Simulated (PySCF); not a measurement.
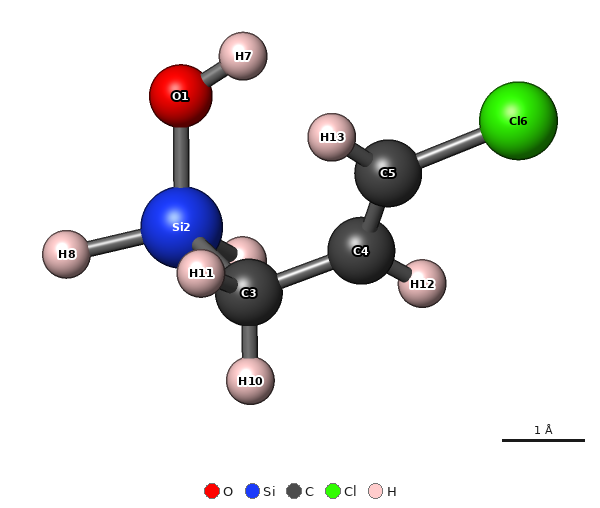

*The structure (ball-and-stick view, seen at a tilt; atoms are numbered from 1 in the order of the input).*

Bond lengths as drawn: C–C 1.32 to 1.48 Å, C–Cl 1.73 Å, C–H 1.08 to 1.09 Å, C–Si 1.92 Å, H–O 0.95 Å, H–Si 1.45 to 1.46 Å and O–Si 1.62 Å.

# Excited-state calculation of C3H7ClOSi

C3H7ClOSi, computed with TDDFT CAM-B3LYP/def2-SVPD, vertical, gas phase, core orbitals frozen in the response (PySCF 2.14.0).

The geometry comes from this level: GFN2-xTB. It belongs to a series of runs on one base structure; here: Br replaced by Cl.

Input file:
```
{"job": {"kind": "uv", "xc": "CAM-B3LYP", "basis": "def2-SVPD", "nstates": 8, "ntriplets": 3}, "charge": 0, "multiplicity": 1}
O     -1.632033     1.445071    -0.183524
Si    -1.691709    -0.170910    -0.295685
C     -0.113319    -0.936174     0.486408
C      1.093638    -0.414049    -0.198683
C      1.847957     0.555087     0.294158
Cl     3.207662     1.209000    -0.551484
H     -0.847180     1.943843    -0.397310
H     -2.870055    -0.507962     0.487929
H     -1.771701    -0.601163    -1.693030
H     -0.146571    -2.019842     0.401206
H     -0.079939    -0.684276     1.545848
H      1.316639    -0.828675    -1.171590
H      1.682224     1.010536     1.258030
```

The first line tells a small driver script what to run in PySCF; the rest is the geometry in Å.

Hardware: 1 CPU thread, shared host.

Run as:
```bash
OMP_NUM_THREADS=1 python <driver script> task.json out
```

Output:
```
coarse grid: 11936 points
cycle   1  E = -942.8049303143  dE =  7.025e-01  |g| = 7.011e-01  |ddm| = 5.058e+00
cycle   2  E = -942.7504847277  dE =  5.445e-02  |g| = 9.125e-01  |ddm| = 1.710e+00
cycle   3  E = -942.9053220492  dE = -1.548e-01  |g| = 6.029e-02  |ddm| = 8.168e-01
cycle   4  E = -942.9060653636  dE = -7.433e-04  |g| = 2.386e-02  |ddm| = 1.287e-01
cycle   5  E = -942.9061951982  dE = -1.298e-04  |g| = 8.856e-03  |ddm| = 4.471e-02
cycle   6  E = -942.9062140849  dE = -1.889e-05  |g| = 2.264e-03  |ddm| = 2.055e-02
cycle   7  E = -942.9062155187  dE = -1.434e-06  |g| = 7.670e-04  |ddm| = 5.276e-03
final grid: 106112 points
cycle   8  E = -943.0314507889  dE = -2.466e-05  |g| = 2.859e-03  |ddm| = 6.497e-02
cycle   9  E = -943.0314510391  dE = -2.501e-07  |g| = 2.732e-03  |ddm| = 1.104e-02
cycle  10  E = -943.0314529816  dE = -1.943e-06  |g| = 1.879e-04  |ddm| = 4.568e-03
cycle  11  E = -943.0314529910  dE = -9.333e-09  |g| = 1.108e-04  |ddm| = 7.378e-04
cycle  12  E = -943.0314529941  dE = -3.143e-09  |g| = 3.083e-05  |ddm| = 2.700e-04
cycle  13  E = -943.0314529944  dE = -2.467e-10  |g| = 8.128e-06  |ddm| = 5.735e-05
```

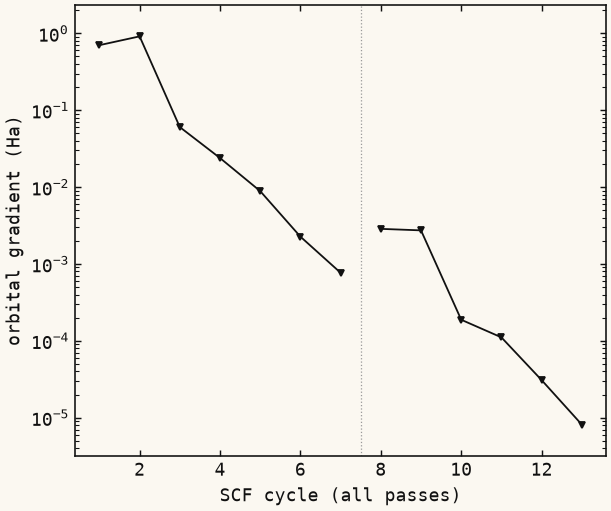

*Convergence of the self-consistent field: orbital gradient against the SCF cycle. The dotted line marks the change from a coarse to the final integration grid.*

The first 7 cycles use a coarse grid, the final grid takes over at cycle 8, and the field converges after 13 cycles in all.

```
converged SCF energy = -943.0314529944

Static polarisability (au): isotropic 81.576, principal 67.323 68.776 108.628

Singlet excitations
state   eV       nm        f      main configurations
  1   6.2430    198.6   0.38332   H->L 0.95
  2   6.4602    191.9   0.01353   H->L+1 0.46, H->L+2 0.32
  3   6.5483    189.3   0.00454   H->L+1 0.47, H->L+2 0.29, H->L+4 0.10
  4   7.2561    170.9   0.00159   H->L+3 0.61, H->L+5 0.20, H->L+4 0.14
  5   7.3112    169.6   0.01832   H->L+4 0.54, H->L+2 0.21
  6   7.4476    166.5   0.00065   H-2->L 0.87
  7   7.6430    162.2   0.01470   H->L+6 0.56, H-1->L+1 0.16, H-1->L 0.09
  8   7.8069    158.8   0.01019   H-1->L+1 0.22, H-1->L 0.22, H->L+6 0.16

Triplet excitations (Tamm-Dancoff, eV): 4.0281 6.0615 6.3462
```

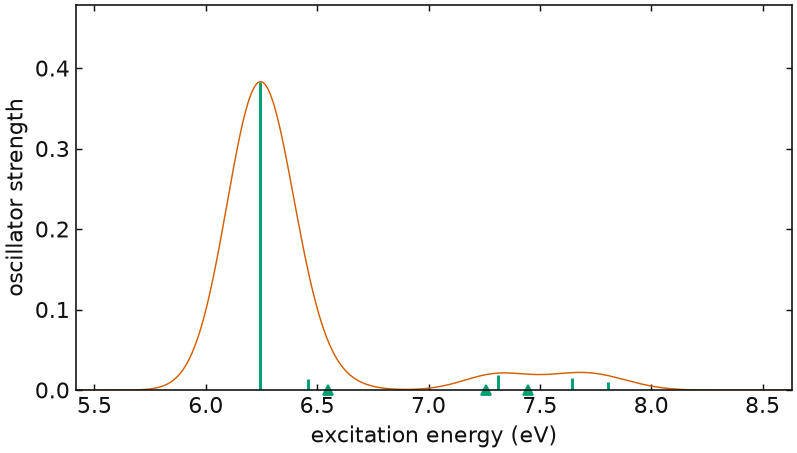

*Computed excitations as sticks (degenerate states added up, dark ones marked on the axis), with a Gaussian envelope of 0.35 eV full width at half maximum, scaled to the tallest.*

Of the 8 states the lowest lies at 6.24 eV (f = 0.383); the strongest line is at 6.24 eV, or 199 nm (f = 0.383).

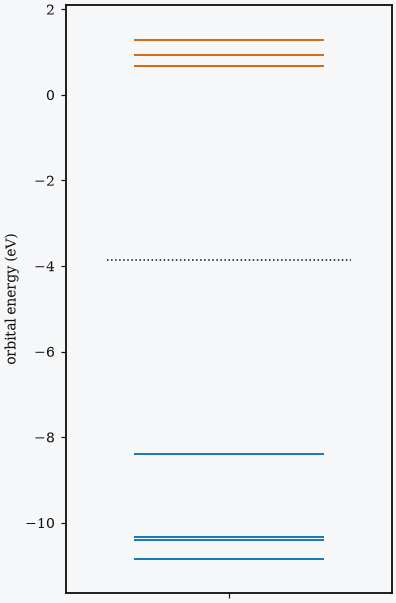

*Orbital energies near the frontier; the dotted line parts filled from empty levels, and levels within 0.02 eV of each other stand side by side.*

Highest filled −8.40 eV, lowest empty 0.66 eV, 9.06 eV apart.

Summary:

```tsv
quantity	value
outcome	converged
total energy	−943.031453 hartree
HOMO	−8.40 eV
LUMO	0.66 eV
dipole moment	1.31 D
mean polarisability	81.58 a.u.
lowest singlet excitation	6.24 eV
wall time	52 s
peak memory	0.85 GiB
```
